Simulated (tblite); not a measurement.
C5H7BO2S: geometry relaxation (part 1 of 4)

C5H7BO2S, SMILES OB(C=C=S)OC1CC1, computed with GFN2-xTB geometry optimisation, gas phase (tblite 0.8.0).

It belongs to a series of runs on one base structure; here: H on O replaced by cPr.

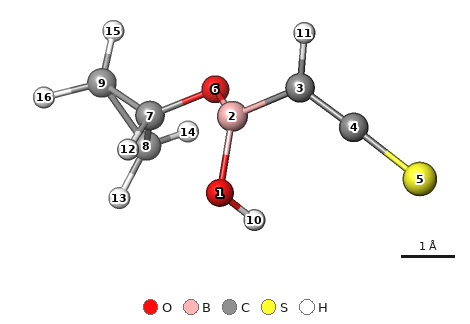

Figure 1. The input geometry (ball-and-stick view, seen at a tilt; atoms are numbered from 1 in the order of the input).

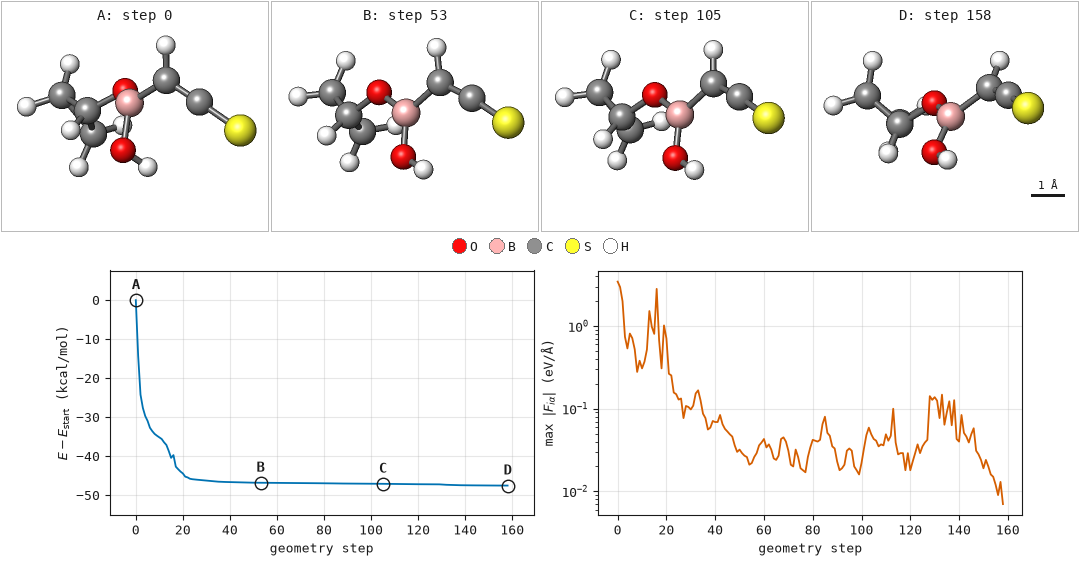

Figure 2. Frames of the relaxation (ball-and-stick view, seen at a tilt) above the curves, on which the letters mark them (steps are counted from 0).

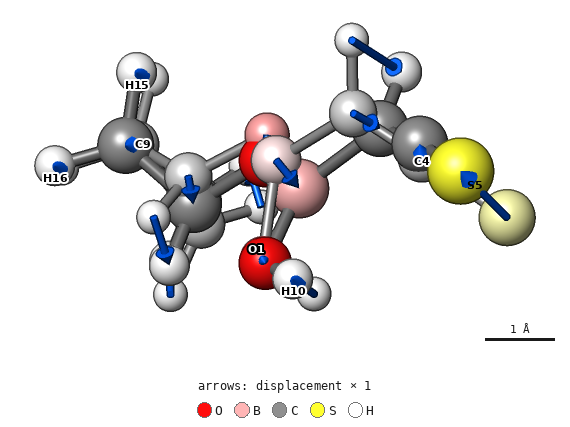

Figure 3. Start (faint) and end (solid) with the displacements as blue arrows, at true length (ball-and-stick view, seen at a tilt). The two geometries are laid on each other by the best rigid fit. After 158 geometry steps the energy has fallen by 47.5 kcal/mol. Largest force component: 3.5 eV/Å at the start, 0.007 eV/Å at the end. H11 moves most after the best rigid fit: 1.57 Å. Largest moves by element: H 1.57 Å, S 1.40 Å, C 0.67 Å, B 0.57 Å, O 0.38 Å. Among the contacts that change: O1–B2 1.493 → 1.359 Å, B2–O6 1.477 → 1.344 Å, C4–S5 1.617 → 1.560 Å, C9–H16 1.135 → 1.079 Å. Among the angles that change: B2–O6–C7 105.6° → 123.7°, O1–B2–C3 113.1° → 123.5°, C8–C9–H16 110.7° → 119.0°. (Atoms are counted from 1 in the order of the input.)

These pictures come from the run below.

The input:
```
{"job": {"kind": "relax", "xc": "GFN2-xTB", "basis": "xTB"}, "charge": 0, "multiplicity": 1}
O      1.273600    -0.352200     1.567300
B      1.092100     0.579000     0.414000
C      2.443400     0.981500    -0.271500
C      3.466000     0.198200    -0.277500
S      4.725600    -0.815100    -0.259700
O     -0.093000     0.357400    -0.439500
C     -1.144700     0.201800     0.424300
C     -2.021900    -0.984000     0.052800
C     -2.558500     0.441700     0.040200
H      1.522100    -1.227500     1.234600
H      2.556000     1.933200    -0.789100
H     -0.838800     0.270300     1.500600
H     -2.313400    -1.630700     0.917400
H     -1.945600    -1.418200    -0.969800
H     -2.840500     0.887000    -0.945400
H     -3.330200     0.586600     0.859800
```

The first line tells a small driver script what to run in tblite; the rest is the geometry in Å.

Launch command:
```bash
OMP_NUM_THREADS=1 python <driver script> task.json out
```

The program's output:
```
step      E/eV     max force
  0    -729.80506    4.332
  1    -730.42383    3.964
  2    -730.85531    2.157
  3    -731.00246    1.062
  4    -731.09262    0.634
  5    -731.14664    0.852
  6    -731.22266    0.904
  7    -731.26057    0.563
  8    -731.29145    0.409
  9    -731.31167    0.386
 10    -731.33006    0.326
 11    -731.34792    0.395
 12    -731.38471    0.701
 13    -731.41432    1.760
 14    -731.48116    1.286
 15    -731.55745    0.920
 16    -731.52694    3.046
 17    -731.65540    0.677
 18    -731.68365    0.361
 19    -731.71005    1.060
 20    -731.73059    0.722
 21    -731.76645    0.277
 22    -731.77466    0.269
 23    -731.78977    0.185
 24    -731.79475    0.173
 25    -731.79799    0.169
 26    -731.80031    0.175
 27    -731.80282    0.126
 28    -731.80537    0.131
 29    -731.80783    0.127
 30    -731.81007    0.119
 31    -731.81288    0.118
 32    -731.81551    0.154
 33    -731.81803    0.168
 34    -731.82030    0.131
 35    -731.82222    0.091
 36    -731.82366    0.084
 37    -731.82470    0.074
 38    -731.82552    0.061
 39    -731.82626    0.073
 40    -731.82705    0.072
 41    -731.82798    0.084
 42    -731.82906    0.103
 43    -731.83012    0.082
 44    -731.83099    0.065
 45    -731.83166    0.059
 46    -731.83219    0.052
 47    -731.83265    0.052
 48    -731.83301    0.040
 49    -731.83328    0.036
 50    -731.83353    0.037
 51    -731.83379    0.041
 52    -731.83402    0.039
 53    -731.83420    0.029
 54    -731.83434    0.027
 55    -731.83448    0.027
 56    -731.83465    0.032
 57    -731.83486    0.040
 58    -731.83508    0.051
 59    -731.83530    0.048
 60    -731.83553    0.051
 61    -731.83581    0.041
 62    -731.83612    0.040
 63    -731.83639    0.037
 64    -731.83658    0.033
 65    -731.83676    0.033
 66    -731.83701    0.030
 67    -731.83742    0.050
 68    -731.83799    0.055
 69    -731.83849    0.053
 70    -731.83879    0.044
 71    -731.83898    0.027
 72    -731.83906    0.025
 73    -731.83911    0.038
 74    -731.83916    0.033
 75    -731.83926    0.026
 76    -731.83932    0.019
 77    -731.83941    0.024
 78    -731.83953    0.038
 79    -731.83971    0.047
 80    -731.83997    0.058
 81    -731.84026    0.058
 82    -731.84057    0.051
 83    -731.84093    0.049
 84    -731.84140    0.067
 85    -731.84197    0.084
 86    -731.84243    0.053
 87    -731.84269    0.048
 88    -731.84282    0.036
 89    -731.84294    0.035
 90    -731.84307    0.024
 91    -731.84327    0.021
 92    -731.84334    0.022
 93    -731.84344    0.024
 94    -731.84353    0.035
 95    -731.84370    0.036
 96    -731.84388    0.044
 97    -731.84403    0.022
 98    -731.84411    0.023
 99    -731.84418    0.023
100    -731.84428    0.030
101    -731.84450    0.044
102    -731.84487    0.057
103    -731.84529    0.065
104    -731.84572    0.053
105    -731.84602    0.056
106    -731.84640    0.046
107    -731.84675    0.037
108    -731.84719    0.049
109    -731.84753    0.043
110    -731.84791    0.053
111    -731.84837    0.057
112    -731.84881    0.062
113    -731.84898    0.103
114    -731.84940    0.046
115    -731.84964    0.038
116    -731.85003    0.037
117    -731.85021    0.033
118    -731.85037    0.022
119    -731.85046    0.031
120    -731.85055    0.021
121    -731.85065    0.030
122    -731.85078    0.032
123    -731.85092    0.040
124    -731.85109    0.031
125    -731.85127    0.035
126    -731.85154    0.040
127    -731.85194    0.052
128    -731.85251    0.150
129    -731.85198    0.146
130    -731.85387    0.146
131    -731.85483    0.131
132    -731.85692    0.085
133    -731.85785    0.154
134    -731.85924    0.076
135    -731.86027    0.096
136    -731.86078    0.156
137    -731.86144    0.085
138    -731.86166    0.136
139    -731.86217    0.049
140    -731.86244    0.055
141    -731.86269    0.084
142    -731.86295    0.054
143    -731.86313    0.051
144    -731.86343    0.041
145    -731.86401    0.056
146    -731.86423    0.073
147    -731.86445    0.035
148    -731.86473    0.029
149    -731.86495    0.031
150    -731.86510    0.021
151    -731.86517    0.028
152    -731.86522    0.024
153    -731.86527    0.022
154    -731.86530    0.018
155    -731.86533    0.016
156    -731.86535    0.011
157    -731.86538    0.014
158    -731.86540    0.008
```

Trajectory as extended XYZ (Å, eV, eV/Å), 50 of the 159 frames kept, from step=0 to step=158:
```
16
Properties=species:S:1:pos:R:3:forces:R:3 step=0 energy=-729.80506
O     1.2736   -0.3522    1.5673   -0.4290   1.2850  -1.5870
B     1.0921    0.5790    0.4140   -0.2590  -3.4590  -1.1920
C     2.4434    0.9815   -0.2715   -0.4700   0.9630  -0.1350
C     3.4660    0.1982   -0.2775    2.6380  -1.8900   0.1970
S     4.7256   -0.8151   -0.2597   -2.1930   1.6880  -0.0660
O    -0.0930    0.3574   -0.4395    2.9230   2.3740   2.1410
C    -1.1447    0.2018    0.4243   -0.8670  -1.6900   0.8400
C    -2.0219   -0.9840    0.0528   -0.6710  -0.0550   0.1800
C    -2.5585    0.4417    0.0402   -1.6290  -0.1880   0.2330
H     1.5221   -1.2275    1.2346   -0.2220   0.6010   0.2940
H     2.5560    1.9332   -0.7891   -0.1980  -0.1980  -0.0060
H    -0.8388    0.2703    1.5006   -0.6690   0.0370  -0.9330
H    -2.3134   -1.6307    0.9174    0.0980   0.4240  -1.2780
H    -1.9456   -1.4182   -0.9698    0.3020   0.0780   1.2860
H    -2.8405    0.8870   -0.9454    0.4440  -0.4110   1.1010
H    -3.3302    0.5866    0.8598    1.2010   0.4430  -1.0750
16
Properties=species:S:1:pos:R:3:forces:R:3 step=3 energy=-731.00246
O     1.2541   -0.3112    1.5055   -0.0990  -0.1600   0.2370
B     1.1263    0.4294    0.3519    0.5750  -0.2310  -0.6650
C     2.4595    0.9851   -0.2774   -0.1370   0.0970  -0.2510
C     3.4847    0.1995   -0.2700    0.3710   0.1010  -0.0580
S     4.6857   -0.7879   -0.2613    0.0970  -0.1470   0.0420
O    -0.0225    0.4687   -0.3384   -0.7280   0.7410   0.2210
C    -1.1674    0.1424    0.4369    0.3620   0.3970  -0.0510
C    -2.0540   -0.9780    0.0522   -0.0040  -0.3080  -0.0790
C    -2.5929    0.4146    0.0424    0.2280  -0.0140   0.1040
H     1.5107   -1.1943    1.2564    0.0780  -0.1750   0.4060
H     2.5451    1.9268   -0.7908   -0.2250   0.0710  -0.0250
H    -0.8765    0.2684    1.4708   -0.5040  -0.1810   0.2560
H    -2.3172   -1.6241    0.8660   -0.3040  -0.3600  -0.0660
H    -1.9284   -1.4206   -0.9142    0.2230  -0.3510  -0.1180
H    -2.8220    0.8718   -0.9019    0.0770   0.0510  -0.1050
H    -3.2928    0.6184    0.8304   -0.0110   0.4690   0.1530
16
Properties=species:S:1:pos:R:3:forces:R:3 step=6 energy=-731.22266
O     1.2382   -0.3180    1.4875   -0.0180  -0.1570  -0.5750
B     1.1642    0.3609    0.2745   -0.7150   0.4440   0.3290
C     2.4716    0.9803   -0.3189    0.1160  -0.2500  -0.2730
C     3.5255    0.2274   -0.2781    0.1950   0.0860  -0.1560
S     4.6921   -0.8018   -0.2550    0.0850  -0.0240   0.0730
O    -0.0537    0.5942   -0.2909    0.2990  -0.1310   0.0870
C    -1.1659    0.1574    0.4474   -0.1840   0.0120   0.2380
C    -2.0483   -0.9961    0.0461    0.1650   0.1060   0.0800
C    -2.5804    0.4101    0.0497   -0.2590   0.0510   0.0230
H     1.5205   -1.2111    1.3249    0.1900  -0.2240   0.4030
H     2.5104    1.9403   -0.7981   -0.1680   0.0700  -0.0410
H    -0.9505    0.2432    1.5028   -0.0990  -0.0850   0.2140
H    -2.3558   -1.6677    0.8407    0.0340   0.0600  -0.2160
H    -1.8949   -1.4661   -0.9132    0.0670   0.0140   0.0460
H    -2.8032    0.8708   -0.8980    0.1110   0.0110  -0.0700
H    -3.2773    0.6852    0.8372    0.1800   0.0180  -0.1630
16
Properties=species:S:1:pos:R:3:forces:R:3 step=10 energy=-731.33006
O     1.2175   -0.3607    1.4169   -0.1840  -0.2180   0.1530
B     1.1414    0.3824    0.2721    0.2300  -0.2020  -0.0860
C     2.4775    0.9509   -0.3819   -0.1520   0.0140   0.0320
C     3.5667    0.2518   -0.3111   -0.1570  -0.0930  -0.1100
S     4.7107   -0.8084   -0.2392    0.0030   0.1580   0.0260
O    -0.0768    0.6450   -0.2502   -0.0760   0.0330   0.1290
C    -1.1839    0.1711    0.4832    0.0160  -0.0100   0.0010
C    -2.0319   -0.9895    0.0453   -0.1010   0.0700  -0.0280
C    -2.5885    0.4099    0.0438    0.1180   0.0450  -0.0270
H     1.5642   -1.2455    1.4197    0.3080   0.1010   0.0320
H     2.4657    1.9432   -0.8057   -0.0470  -0.1200  -0.0660
H    -1.0039    0.2204    1.5506    0.0280   0.0610   0.0340
H    -2.3689   -1.6816    0.8009    0.0240   0.0180   0.1090
H    -1.8623   -1.4764   -0.9026    0.1210   0.2020  -0.0720
H    -2.7744    0.8733   -0.9088    0.0780   0.0470  -0.0840
H    -3.2607    0.7231    0.8255   -0.2100  -0.1060  -0.0440
16
Properties=species:S:1:pos:R:3:forces:R:3 step=13 energy=-731.41432
O     1.1166   -0.5265    1.3185    1.1300  -1.3060   0.3400
B     1.1615    0.3505    0.2789   -1.2170  -0.8070   0.1980
C     2.4341    0.8952   -0.4678    0.0860  -0.0540   0.4480
C     3.5585    0.2550   -0.4090   -0.0270  -0.3400   0.2120
S     4.7395   -0.7499   -0.2034   -0.0880   0.2250  -0.1560
O    -0.1141    0.7046   -0.1232    1.0230   0.2380  -0.3680
C    -1.2114    0.1772    0.5548   -0.0640   0.4260   0.0220
C    -2.0460   -0.9495    0.0372    0.5710  -0.3750   0.0940
C    -2.5877    0.4261    0.0187   -0.1370   0.5890   0.3250
H     1.7571   -1.2391    1.5815   -0.5950   1.5240  -0.5620
H     2.3770    1.8932   -0.8422   -0.0940   0.2190  -0.3600
H    -1.0633    0.2138    1.6258   -0.1450   0.0420   0.1210
H    -2.3612   -1.6675    0.7575   -0.3570  -0.2940   0.3680
H    -1.7700   -1.3908   -0.8894    0.1470  -0.1670  -0.5940
H    -2.6941    0.8923   -0.9474    0.0380   0.1140   0.0850
H    -3.3041    0.7241    0.7678   -0.2710  -0.0350  -0.1740
16
Properties=species:S:1:pos:R:3:forces:R:3 step=16 energy=-731.52694
O     1.0685   -0.7228    1.2762    2.8240  -0.8610   0.7510
B     1.1251    0.2337    0.3126   -0.5020   0.1170  -0.2250
C     2.3771    0.8563   -0.4636    0.0320  -0.1010   0.4130
C     3.5028    0.2161   -0.4679    0.1670  -0.1350   0.4430
S     4.7625   -0.6721   -0.1915   -0.1760   0.1120  -0.2510
O    -0.0889    0.7355   -0.0526   -0.0420  -0.2650  -0.0250
C    -1.2254    0.2174    0.5981   -0.0630   0.2560   0.0140
C    -2.0248   -0.9291    0.0359    0.5290   0.1360  -0.0270
C    -2.5795    0.4715    0.0178   -0.1790  -0.2470   0.0560
H     1.9424   -1.1302    1.6486   -2.1470   1.0840  -1.0740
H     2.3055    1.8440   -0.9041   -0.2420  -0.3310  -0.0260
H    -1.0939    0.2317    1.6778   -0.1680   0.0690  -0.0750
H    -2.3689   -1.6582    0.7655   -0.0420   0.1500  -0.4250
H    -1.6871   -1.3007   -0.9264   -0.1410  -0.1890   0.3010
H    -2.6286    0.9238   -0.9701   -0.0430   0.0640   0.4270
H    -3.3943    0.6922    0.7025    0.1920   0.1410  -0.2770
16
Properties=species:S:1:pos:R:3:forces:R:3 step=19 energy=-731.71005
O     1.1022   -0.7007    1.2934    1.0200  -0.2850   0.0460
B     1.1145    0.2337    0.3047   -0.0920   0.0640   0.0150
C     2.3803    0.8620   -0.4279   -0.0360  -0.0910   0.1690
C     3.4979    0.2110   -0.4342    0.1120  -0.0150   0.2960
S     4.7600   -0.6789   -0.2074    0.0070  -0.0150  -0.1480
O    -0.0898    0.7199   -0.0767   -0.1350  -0.0710  -0.0160
C    -1.2222    0.2265    0.5891   -0.0570   0.0490  -0.0020
C    -2.0054   -0.9291    0.0394    0.0810   0.0620  -0.0470
C    -2.5830    0.4607    0.0223   -0.0210  -0.1160  -0.0070
H     1.9256   -1.1192    1.6080   -0.6200   0.4950  -0.3920
H     2.3079    1.8330   -0.9018   -0.2020  -0.2630   0.0220
H    -1.0888    0.2404    1.6634   -0.0930   0.0910   0.0830
H    -2.3710   -1.6523    0.7578   -0.0020   0.0470  -0.2360
H    -1.7035   -1.3185   -0.9228    0.0100  -0.1290   0.1680
H    -2.6418    0.9269   -0.9498   -0.0280   0.0970   0.1190
H    -3.3906    0.6936    0.7011    0.0560   0.0820  -0.0700
16
Properties=species:S:1:pos:R:3:forces:R:3 step=23 energy=-731.78977
O     1.1569   -0.7592    1.2539   -0.1570   0.0400   0.0890
B     1.0927    0.2107    0.3098    0.0270   0.0330   0.0480
C     2.3593    0.8253   -0.3837    0.0750  -0.0420  -0.0940
C     3.4919    0.2018   -0.3750    0.0790   0.0500   0.0280
S     4.7816   -0.6631   -0.2418    0.0490  -0.0170  -0.0090
O    -0.1059    0.7193   -0.0552    0.0370  -0.0150   0.1250
C    -1.2389    0.2452    0.6146   -0.0480  -0.0970  -0.0020
C    -1.9893   -0.9125    0.0337   -0.1350  -0.0430  -0.0210
C    -2.5879    0.4639    0.0156   -0.0060   0.0940  -0.0320
H     2.0087   -1.0422    1.5754    0.1190  -0.0250  -0.1080
H     2.2325    1.7485   -0.9202   -0.0230   0.0410  -0.0510
H    -1.1229    0.2750    1.6936   -0.0590   0.0150  -0.0290
H    -2.3806   -1.6462    0.7141   -0.1040  -0.1030   0.0880
H    -1.6636   -1.3230   -0.9088    0.1040   0.0400   0.0120
H    -2.6264    0.9671   -0.9348    0.0080   0.0560  -0.0840
H    -3.4154    0.6983    0.6674    0.0340  -0.0270   0.0400
```
